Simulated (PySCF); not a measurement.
```xyz
17

N     4.2538    3.3036    0.0718
C     3.6330    2.3005    0.0725
C     2.9398    1.1724    0.1719
C     2.2611    0.1362   -0.0574
Si    1.3774   -1.3306    0.5271
C    -0.4398   -1.0919   -0.0233
C    -1.0778    0.1179    0.6530
Si   -2.8842    0.3836    0.1637
H     1.2058   -1.8613    1.9272
H     1.9364   -2.5102   -0.1913
H    -0.4889   -0.9663   -1.1075
H    -1.0222   -1.9894    0.2073
H    -0.4863    1.0038    0.4055
H    -0.9996   -0.0006    1.7385
H    -3.6980   -0.7897    0.5211
H    -3.0251    0.5954   -1.2818
H    -3.4924    1.5389    0.8413
```

Geometry: GFN2-xTB.

The calculation used UKS B3LYP, pcH-1 on C H N Si, non-relativistic, mean-field spin-orbit, GIAO in PySCF.

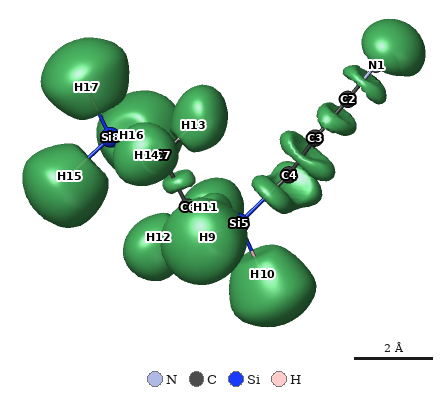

C$_{5}$H$_{9}$NSi$_{2}$ (SMILES [N-]=[C]C#C[SiH2]CC[SiH3]) (charge −1, doublet). Isosurface of the electron localisation function at 0.8 (green), seen at a tilt. Core shells and regions of very low density are left out.

Where are the electrons localised?

At this value the surface marks out three regions between bonded C–C atoms (shared pairs), one region between bonded C–N atoms (shared pairs), two regions between bonded C–Si atoms (shared pairs), nine regions around hydrogen nuclei, one region on C in which the atom's valence shell and bonds are merged and one lobe on N, pointing away from the bonds (non-bonding electrons). Along the contacts the grid gives the following. C–N (1.18 Å): the ELF peaks at about 0.85 between the atoms; a multiple bond. C–C (1.26 Å): the ELF peaks at about 0.90 between the atoms: a short, multiple covalent bond.
